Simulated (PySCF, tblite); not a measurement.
**C3H12FPSi2: geometry, infrared bands and NMR shifts**

What infrared bands and NMR shifts should C3H12FPSi2 (`CCC[Si@@H](F)[SiH2]P`) show?

The runs use tblite 0.8.0 and PySCF 2.14.0, with density-fitted response routines of our own; the level of theory stands in each step. All values are computed, except where a source is named. Atoms count from 0, in the outputs and in this text.

### Step 1. The starting structure

19 atoms, charge 0, multiplicity 1; geometry from: force field or distance geometry start.

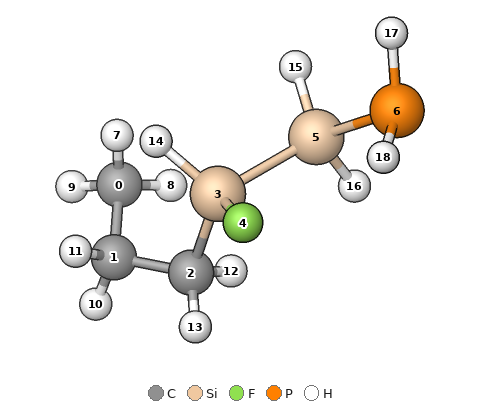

As it starts; carbon grey, silicon light orange, fluorine green, phosphorus orange, hydrogen white, atoms numbered.

### Step 2. Geometry optimisation with GFN2-xTB

The job: settings as JSON, then the geometry in Å.

```
{"job": {"kind": "relax", "xc": "GFN2-xTB", "basis": "xTB"}, "charge": 0, "multiplicity": 1}
C     -2.193800     0.620500     0.525900
C     -2.176700    -0.833600     0.110600
C     -0.851300    -1.058700    -0.597300
Si     0.509700    -0.635100     0.568800
F      1.612700    -1.908400     0.735600
Si     1.644900     1.098800    -0.228100
P      3.819300     0.735800     0.031300
H     -1.625300     0.820200     1.440000
H     -1.853800     1.255600    -0.337700
H     -3.289700     0.872400     0.633800
H     -3.019100    -1.090900    -0.562200
H     -2.170100    -1.506200     1.020000
H     -0.784300    -0.295900    -1.422000
H     -0.743900    -2.081200    -1.014000
H     -0.017300    -0.329200     1.901900
H      1.301400     2.347700     0.478800
H      1.398000     1.260400    -1.667800
H      4.340200     1.436900     1.191400
H      4.089300    -0.699900     0.213800
```

Command:

```bash
$ OMP_NUM_THREADS=1 python probes_run.py task.json out
```

One launch serves the whole session: the jobs run in the order shown.

The log of the run:

```text
step      E/eV     max force
  0    -632.74517    2.364
  1    -633.08316    1.461
  2    -633.32777    1.287
  3    -633.51567    1.349
  4    -633.72718    0.687
  5    -633.77923    0.575
  6    -633.82651    0.360
  7    -633.84602    0.356
  8    -633.86434    0.307
  9    -633.88156    0.312
 10    -633.90053    0.314
 11    -633.91898    0.307
 12    -633.93300    0.296
 13    -633.94280    0.240
 14    -633.95128    0.260
 15    -633.95839    0.205
 16    -633.96428    0.181
 17    -633.96939    0.167
 18    -633.97433    0.206
 19    -633.97969    0.206
 20    -633.98497    0.167
 21    -633.98925    0.149
 22    -633.99279    0.140
 23    -633.99617    0.147
 24    -633.99932    0.170
 25    -634.00205    0.132
 26    -634.00423    0.102
 27    -634.00619    0.102
 28    -634.00824    0.118
 29    -634.00996    0.104
 30    -634.01108    0.073
 31    -634.01178    0.059
 32    -634.01233    0.065
 33    -634.01294    0.069
 34    -634.01364    0.086
 35    -634.01433    0.095
 36    -634.01496    0.068
 37    -634.01554    0.058
 38    -634.01609    0.058
 39    -634.01663    0.061
 40    -634.01717    0.063
 41    -634.01780    0.061
 42    -634.01866    0.094
 43    -634.01985    0.108
 44    -634.02126    0.088
 45    -634.02253    0.079
 46    -634.02348    0.068
 47    -634.02438    0.091
 48    -634.02546    0.100
 49    -634.02655    0.072
 50    -634.02759    0.072
 51    -634.02877    0.093
 52    -634.03043    0.129
 53    -634.03279    0.162
 54    -634.03564    0.133
 55    -634.03806    0.190
 56    -634.03800    0.206
 57    -634.04157    0.191
 58    -634.04299    0.108
 59    -634.04488    0.065
 60    -634.04622    0.075
 61    -634.04731    0.080
 62    -634.04837    0.099
 63    -634.04914    0.062
 64    -634.05043    0.068
 65    -634.05109    0.068
 66    -634.05160    0.057
 67    -634.05202    0.049
 68    -634.05260    0.049
 69    -634.05317    0.046
 70    -634.05362    0.043
 71    -634.05400    0.039
 72    -634.05435    0.038
 73    -634.05469    0.041
 74    -634.05500    0.043
 75    -634.05533    0.041
 76    -634.05570    0.041
 77    -634.05599    0.040
 78    -634.05648    0.036
 79    -634.05706    0.045
 80    -634.05758    0.048
 81    -634.05798    0.055
 82    -634.05826    0.046
 83    -634.05849    0.040
 84    -634.05872    0.030
 85    -634.05895    0.039
 86    -634.05918    0.057
 87    -634.05944    0.054
 88    -634.05975    0.046
 89    -634.06007    0.035
 90    -634.06034    0.036
 91    -634.06061    0.042
 92    -634.06093    0.051
 93    -634.06133    0.056
 94    -634.06171    0.037
 95    -634.06201    0.036
 96    -634.06222    0.035
 97    -634.06243    0.033
 98    -634.06267    0.028
 99    -634.06290    0.026
100    -634.06302    0.022
101    -634.06312    0.025
102    -634.06321    0.022
103    -634.06330    0.020
104    -634.06341    0.025
105    -634.06356    0.028
106    -634.06375    0.029
107    -634.06399    0.036
108    -634.06426    0.040
109    -634.06452    0.038
110    -634.06479    0.035
111    -634.06508    0.039
112    -634.06535    0.036
113    -634.06555    0.029
114    -634.06568    0.021
115    -634.06579    0.023
116    -634.06589    0.024
117    -634.06599    0.019
118    -634.06609    0.024
119    -634.06617    0.017
120    -634.06623    0.014
121    -634.06629    0.017
122    -634.06635    0.019
123    -634.06643    0.021
124    -634.06654    0.022
125    -634.06667    0.025
126    -634.06677    0.019
127    -634.06683    0.014
128    -634.06687    0.013
129    -634.06691    0.016
130    -634.06696    0.020
131    -634.06704    0.023
132    -634.06712    0.019
133    -634.06719    0.022
134    -634.06725    0.023
135    -634.06732    0.019
136    -634.06741    0.024
137    -634.06751    0.022
138    -634.06759    0.018
139    -634.06764    0.017
140    -634.06767    0.015
141    -634.06770    0.015
142    -634.06773    0.012
143    -634.06775    0.010
144    -634.06778    0.013
145    -634.06780    0.013
146    -634.06782    0.010
```

Wall time 2.4 s (1 thread of Intel Xeon Platinum 8259CL at 2.50GHz, shared host); peak memory 0.18 GiB.

Step by step: (not every step is listed)

```
step  energy from step 0 (eV)  largest force (eV/Å)
   0                   0.0000                2.3642
   1                  -0.3380                1.4610
   2                  -0.5826                1.2867
   3                  -0.7705                1.3490
   4                  -0.9820                0.6870
   5                  -1.0341                0.5746
   6                  -1.0813                0.3596
   7                  -1.1008                0.3562
   8                  -1.1192                0.3070
  21                  -1.2441                0.1487
  34                  -1.2685                0.0856
  47                  -1.2792                0.0909
  60                  -1.3010                0.0745
  73                  -1.3095                0.0412
  86                  -1.3140                0.0568
  99                  -1.3177                0.0259
 112                  -1.3202                0.0357
 125                  -1.3215                0.0249
 138                  -1.3224                0.0185
 141                  -1.3225                0.0148
 142                  -1.3226                0.0122
 143                  -1.3226                0.0099
 144                  -1.3226                0.0128
 145                  -1.3226                0.0130
 146                  -1.3226                0.0099
```

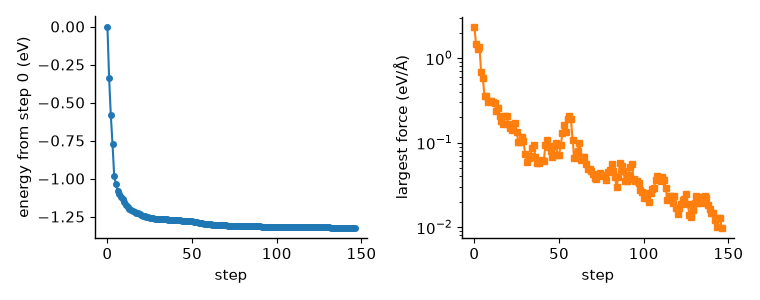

Energy and largest force along the relaxation.

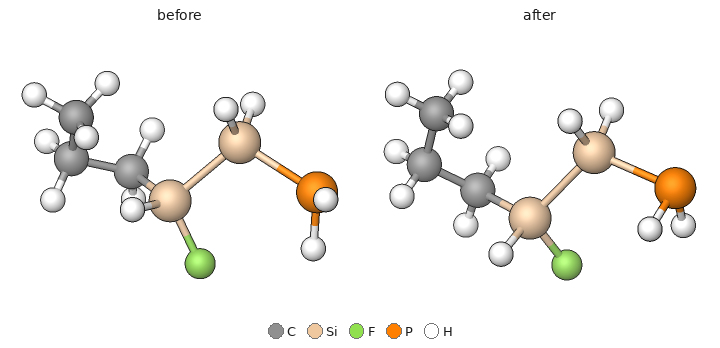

The geometry before (left) and after (right).

Close pairs (by a distance rule), those that changed most:

```
   bond  before (Å)  after (Å)  change (Å)
Si3–Si5       2.220      2.326      +0.105
 P6–H18       1.472      1.383      -0.089
 P6–H17       1.452      1.384      -0.068
 Si3–F4       1.693      1.627      -0.066
 C2–Si3       1.842      1.905      +0.063
  C0–H9       1.130      1.088      -0.042
 C1–H11       1.131      1.092      -0.039
  C0–H8       1.125      1.088      -0.037
```

The end geometry stands in the next job.

### Step 3. Harmonic vibrations with GFN2-xTB

The job: settings as JSON, then the geometry in Å.

```
{"job": {"kind": "ir", "xc": "GFN2-xTB", "basis": "xTB"}, "charge": 0, "multiplicity": 1}
C     -2.185934     0.822327     0.252636
C     -2.199227    -0.699679     0.220800
C     -0.935929    -1.283567    -0.406877
Si     0.677796    -0.856348     0.510193
F      1.710070    -2.039932     0.084718
Si     1.685784     1.148774    -0.099454
P      3.894039     1.276881     0.260449
H     -1.388924     1.186610     0.896854
H     -2.026728     1.224691    -0.745260
H     -3.133022     1.203237     0.628228
H     -3.070087    -1.035710    -0.348483
H     -2.308389    -1.079298     1.238599
H     -0.876087    -0.948935    -1.445445
H     -1.033511    -2.371154    -0.441307
H      0.530245    -1.127819     1.943749
H      1.117415     2.277447     0.654761
H      1.521314     1.477363    -1.524388
H      3.832572     0.821590     1.566187
H      4.178799     0.012771    -0.223094
```

The log of the run:

```text
mode    cm-1     km/mol
  1      12.1      0.03
  2      41.6      0.35
  3      57.6      0.88
  4      85.0      5.86
  5      90.2      9.65
  6     137.5      1.37
  7     158.3      8.34
  8     181.3      9.67
  9     231.2      6.11
 10     266.4      2.86
 11     359.5     25.43
 12     390.6      5.88
 13     424.4      6.97
 14     499.1      5.10
 15     542.0     38.30
 16     591.2    446.72
 17     627.8     16.35
 18     670.1     75.41
 19     697.4     61.28
 20     717.0     13.08
 21     728.4    208.01
 22     767.0     76.85
 23     775.9    250.99
 24     788.2    120.79
 25     848.8     10.01
 26     943.9      2.14
 27    1023.2     29.92
 28    1065.6      2.27
 29    1127.2      8.92
 30    1147.3     13.01
 31    1204.9      3.42
 32    1246.9      2.22
 33    1304.0      2.79
 34    1349.2      3.07
 35    1418.3      1.85
 36    1472.6      1.41
 37    1498.8      3.40
 38    1502.9      6.70
 39    1505.5      1.13
 40    2174.3    254.21
 41    2176.4     77.51
 42    2210.9    342.97
 43    2299.3    163.78
 44    2385.5    150.91
 45    2954.6     30.98
 46    2959.4     40.33
 47    2973.6     30.08
 48    2984.3     47.04
 49    3031.7     65.88
 50    3034.1     65.66
 51    3039.3     18.18
```

Run time: 1.7 s. Hardware: 1 thread of Intel Xeon Platinum 8259CL at 2.50GHz, shared host; peak memory 0.18 GiB.

Which atoms move in the most intense modes:

```
cm⁻¹  km/mol                         atoms
 591   446.7  H14 39 %, H15 32 %, H18 10 %
 728   208.0  H18 39 %, H15 20 %, H17 10 %
 776   251.0             F4 34 %, Si3 30 %
 788   120.8            H16 37 %, H15 36 %
2174   254.2            H15 57 %, H16 35 %
2211   343.0                      H14 92 %
2299   163.8            H17 56 %, H18 40 %
2386   150.9            H18 57 %, H17 40 %
```

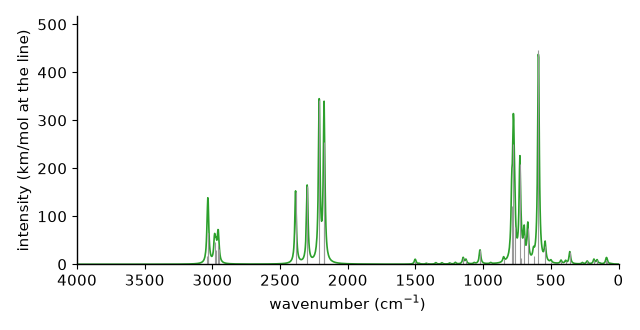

The infrared spectrum from these modes, unscaled. Lines are broadened to a width of 14 cm⁻¹ (Lorentzian).

### Step 4. NMR shieldings: PBE0/pcSseg-1

The job, as its differences from that of step 3:

```diff
@@ -1,2 +1,2 @@
-{"job": {"kind": "ir", "xc": "GFN2-xTB", "basis": "xTB"}, "charge": 0, "multiplicity": 1}
+{"job": {"kind": "nmr", "xc": "PBE0", "basis": "pcSseg-1"}, "charge": 0, "multiplicity": 1}
 C     -2.185934     0.822327     0.252636
```

Level: GIAO PBE0/pcSseg-1 NMR shielding, non-relativistic, gas phase.

The log of the run:

```text
coarse grid: 16656 points
cycle   1  E = -1140.9815472247  dE =  2.988e-01  |g| = 6.346e-01  |ddm| = 3.749e+00
cycle   2  E = -1140.9114401027  dE =  7.011e-02  |g| = 9.303e-01  |ddm| = 1.340e+00
cycle   3  E = -1141.0604596328  dE = -1.490e-01  |g| = 7.801e-02  |ddm| = 8.362e-01
cycle   4  E = -1141.0614670291  dE = -1.007e-03  |g| = 3.334e-02  |ddm| = 8.784e-02
cycle   5  E = -1141.0617133970  dE = -2.464e-04  |g| = 4.890e-03  |ddm| = 3.226e-02
cycle   6  E = -1141.0617188138  dE = -5.417e-06  |g| = 2.109e-03  |ddm| = 8.071e-03
final grid: 145472 points
cycle   7  E = -1141.1069919723  dE = -3.396e-05  |g| = 8.532e-03  |ddm| = 2.628e-02
cycle   8  E = -1141.1069811004  dE =  1.087e-05  |g| = 1.062e-02  |ddm| = 1.867e-02
cycle   9  E = -1141.1070110647  dE = -2.996e-05  |g| = 6.224e-04  |ddm| = 1.060e-02
cycle  10  E = -1141.1070111246  dE = -5.991e-08  |g| = 2.648e-04  |ddm| = 7.466e-04
cycle  11  E = -1141.1070111352  dE = -1.061e-08  |g| = 4.877e-05  |ddm| = 2.148e-04
cycle  12  E = -1141.1070111356  dE = -3.524e-10  |g| = 1.653e-05  |ddm| = 5.589e-05
converged SCF energy = -1141.1070111356

GIAO shielding tensors (ppm)
atom      isotropic    diamagn.    paramagn.     s11        s22        s33       span
  0 C      166.192     250.214     -84.022    154.820    161.306    182.450     27.629
  1 C      165.797     247.414     -81.617    160.196    166.364    170.831     10.635
  2 C      161.834     255.303     -93.470    140.490    162.454    182.557     42.068
  3 Si     315.150     878.937    -563.787    251.567    311.650    382.232    130.664
  4 F      403.000     469.017     -66.017    356.101    405.374    447.527     91.426
  5 Si     439.370     882.201    -442.832    407.261    439.618    471.230     63.969
  6 P      635.699     966.705    -331.006    568.595    608.435    730.068    161.473
  7 H       31.320      32.913      -1.593     26.721     31.008     36.230      9.509
  8 H       30.944      31.897      -0.953     27.851     29.360     35.620      7.770
  9 H       30.418      28.859       1.559     25.678     27.627     37.949     12.271
 10 H       30.000      29.295       0.705     24.532     28.249     37.220     12.689
 11 H       30.216      30.756      -0.540     26.045     28.681     35.923      9.879
 12 H       30.479      33.728      -3.249     27.436     29.564     34.437      7.001
 13 H       30.160      31.149      -0.989     25.064     28.775     36.640     11.575
 14 H       26.129      30.617      -4.489     23.312     25.389     29.686      6.374
 15 H       27.993      30.388      -2.395     23.740     27.637     32.603      8.864
 16 H       27.787      30.697      -2.910     23.378     27.180     32.803      9.425
 17 H       30.713      30.418       0.295     25.424     27.853     38.862     13.438
 18 H       30.403      30.455      -0.053     24.791     28.130     38.288     13.497
```

Run time: 55 s. Hardware: 1 thread of Intel Xeon Platinum 8259CL at 2.50GHz, shared host; peak memory 0.98 GiB.

Shifts follow as δ = σ(reference) − σ, with reference shieldings (ppm) from runs at the same level and on the same kind of geometry: 1H TMS 31.72, 13C TMS 186.9, 29Si TMS 349.2, 19F CFCl3 170.9, 31P H3PO4 318.4. The references are single molecules in the gas phase, so shifts against H2O, NH3, PH3, H3PO4 or CFCl3 are not on the usual liquid scales and can be off by tens of ppm. Atoms listed in one row are averaged.

```
     atoms                               environment  σ (ppm)  δ (ppm)  δ scaled to CDCl3
        C2                      sp3 CH2 bonded to Si    161.8     25.1               22.6
        C1                                   sp3 CH2    165.8     21.1               18.7
        C0                             methyl carbon    166.2     20.7               18.3
       H14  hydrogen on a silicon bonded to C, F, Si    26.13     5.59                  –
       H16     hydrogen on a silicon bonded to P, Si    27.79     3.93                  –
       H15     hydrogen on a silicon bonded to P, Si    27.99     3.72                  –
       H10                    hydrogen on an sp3 CH2    30.00     1.72               1.72
       H13       hydrogen on an sp3 CH2 bonded to Si    30.16     1.56               1.57
       H11                    hydrogen on an sp3 CH2    30.22     1.50               1.52
       H12       hydrogen on an sp3 CH2 bonded to Si    30.48     1.24               1.27
  H17, H18     hydrogen on a phosphorus bonded to Si    30.56     1.16                  –
H7, H8, H9               hydrogen on a methyl carbon    30.89     0.82               0.88
       Si3             silicon bonded to C, F, Si, H    315.1     34.0                  –
       Si5              silicon bonded to P, Si, 2 H    439.4    -90.2                  –
        F4                     fluorine bonded to Si    403.0   -232.1                  –
        P6              phosphorus bonded to Si, 2 H    635.7   -317.3                  –
```

The scaled column applies a straight-line fit of computed shieldings to shifts measured in CDCl3, and one for carbons that bear F (root-mean-square error 0.16 ppm for H, 1.9 ppm for C).

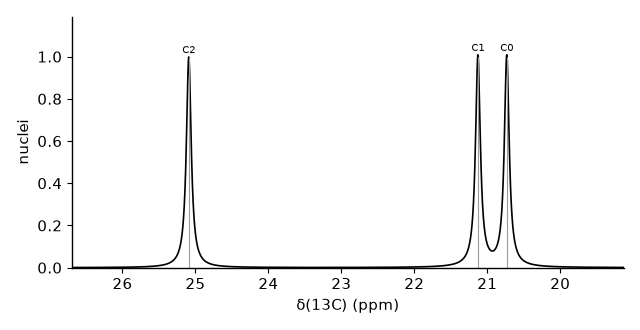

13C lines at the computed shifts, without couplings. Lines are broadened to a width of 0.08 ppm (Lorentzian).

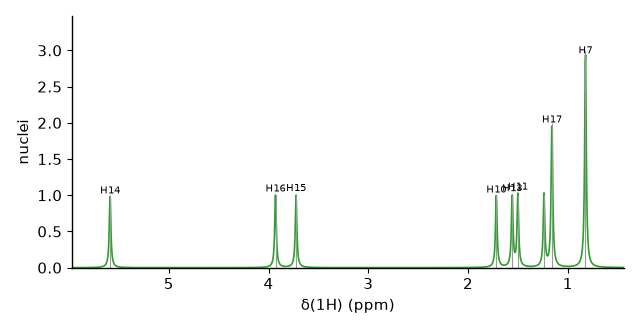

1H lines at the computed shifts, without couplings. Lines are broadened to a width of 0.02 ppm (Lorentzian).

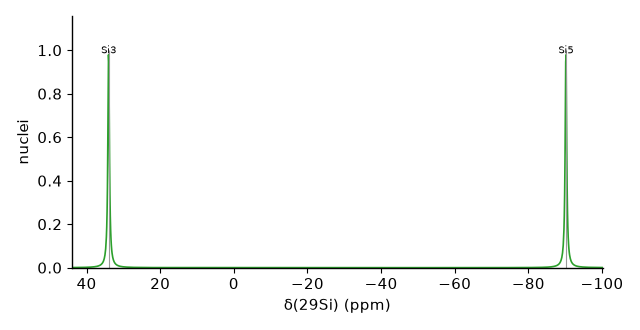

29Si lines at the computed shifts, without couplings. Lines are broadened to a width of 0.50 ppm (Lorentzian).

Charges from the same density, by scheme (e):

```
atoms  Mulliken    IAO  Hirshfeld  ESP fit
   C0     -0.30  -0.42      -0.12    -0.17
   C1     -0.27  -0.24      -0.06     0.11
   C2     -0.55  -0.55      -0.16    -0.12
  Si3      0.81   0.93       0.35     0.43
   F4     -0.44  -0.55      -0.22    -0.33
  Si5      0.05   0.23       0.18     0.27
   P6     -0.20  -0.07      -0.01    -0.35
```

Mulliken charges:

C0 -0.30; C1 -0.27; C2 -0.55; Si3 0.81; F4 -0.44; Si5 0.05; P6 -0.20; H7 0.12; H8 0.12; H9 0.13; H10 0.12; H11 0.12; H12 0.14; H13 0.15; H14 -0.09; H15 -0.03; H16 -0.02; H17 0.06; H18 0.07

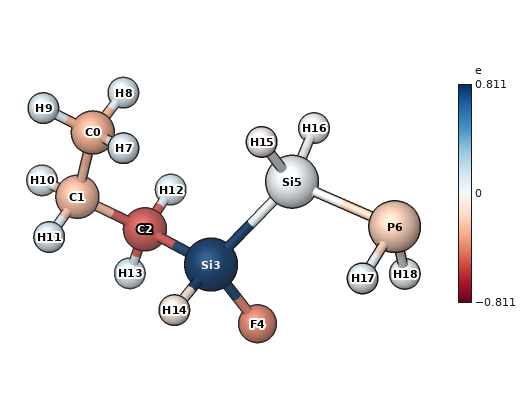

Mulliken charges, as colours on the atoms.

Mayer bond orders: C0–C1 1.05, C1–C2 1.04, C2–Si3 0.89, Si3–F4 0.89, Si3–Si5 0.85, Si5–P6 1.00.

### Step 5. Results

| quantity | value |
| --- | --- |
| strongest single infrared mode (GFN2-xTB) | 591 cm⁻¹, 447 km/mol |
| zero-point energy (GFN2-xTB) | 86.8 kcal/mol |
| 13C shifts against TMS (PBE0/pcSseg-1) | 25.1, 21.1, 20.7 ppm |
| 1H shifts against TMS (PBE0/pcSseg-1, means over atoms taken as alike) | 5.59, 3.93, 3.72, 1.72, 1.56, 1.50, 1.24, 1.16, 0.82 ppm |
| 29Si shifts against TMS (PBE0/pcSseg-1) | 34.0, -90.2 ppm |
| 19F shifts against CFCl3 (PBE0/pcSseg-1) | -232.1 ppm |
| 31P shifts against H3PO4 (PBE0/pcSseg-1) | -317.3 ppm |

**Reading.** Over 146 steps the energy fell by 1.323 eV; of the close pairs, Si3–Si5 changed most, 2.220 to 2.326 Å. No mode is imaginary among the 51: a minimum at this level. The strongest single mode, at 591 cm⁻¹, moves mainly H14 and H15. GFN2-xTB is a fitted tight-binding method: band positions and strengths are rough. Its intensities can rank the bands wrongly. At PBE0/pcSseg-1: The largest span, 161 ppm, is at P6, where the paramagnetic term is -331 ppm.
